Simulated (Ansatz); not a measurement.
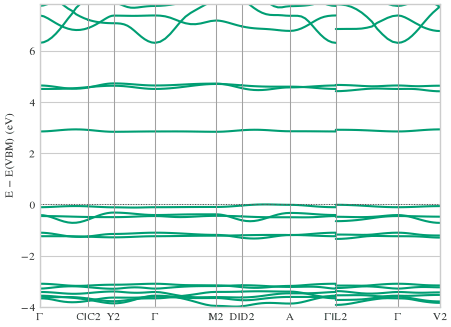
Figure. Band structure from r²SCAN in the plane-wave PAW code Ansatz

Question: Read off the gap and where the band edges lie.

Answer: About 2.8 eV (2.84 eV by a search for the band edges); maximum on the D2–A line, 48 % of the way from D2, minimum at M2.

Question: Which of these materials gives this?
A) Ba2LaTaO6, C2/m (Pearson symbol mS20)
B) GdBr3, C2/m (Gd on 4g, Br on 4i, Br on 8j)
C) VBiO4, C2 (V on 2a, Bi on 2b, O on 4c, O on 4c)
D) Cs2WO2F4, C2/m (Cs on 4i, W on 2a, O on 4i, F on 8j)

Answer: D, Cs2WO2F4, C2/m (Cs on 4i, W on 2a, O on 4i, F on 8j)

The workflow started from a Materials Project entry (that database holds measured and hypothetical structures alike); the Crystallography Open Database copy checked does not list it. Whether it is the stable phase at ambient conditions was not checked. The cell was relaxed with r²SCAN under the symmetry of its start; its stability against distortions is not shown here. The run is not spin-polarised. No Hubbard U is applied. Spin–orbit coupling is left out wherever it is not named.

Potentials: the later of the program's two PAW sets.
